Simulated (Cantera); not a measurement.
A closed system holds: 1 mol TEOS, 0.98 mol NO, 0.27 mol H₂, held at 240 Pa.

Equilibrium computed with Cantera from the NASA thermochemical tables; the gas is ideal and each condensed phase is pure. Candidate condensed phases: C, C₆H₆, C₇H₈, C₈H₁₈, H₂O, Si, SiC, SiO₂, Si₂N₂O, Si₃N₄; 151 gas species. The feed counts by its element totals alone. Mutual solubility and eutectic melting of coexisting phases are not modelled. The tables hold silica as quartz up to 1696 K and as liquid above; real silica turns to tridymite and cristobalite and melts near 1996 K. Rates play no part.

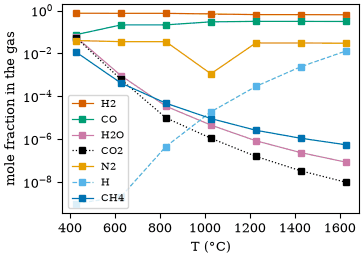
Equilibrium gas composition (values under 1e-9 drawn at 1e-9)

Problem. Read off the mole fractions at 1427 °C.

Solution. H₂ about 0.65, CO about 0.31, N₂ about 0.031, H about 0.0024, CH₄ about 1.1e-6, H₂O about 2.4e-7, CO₂ about 3.4e-8.
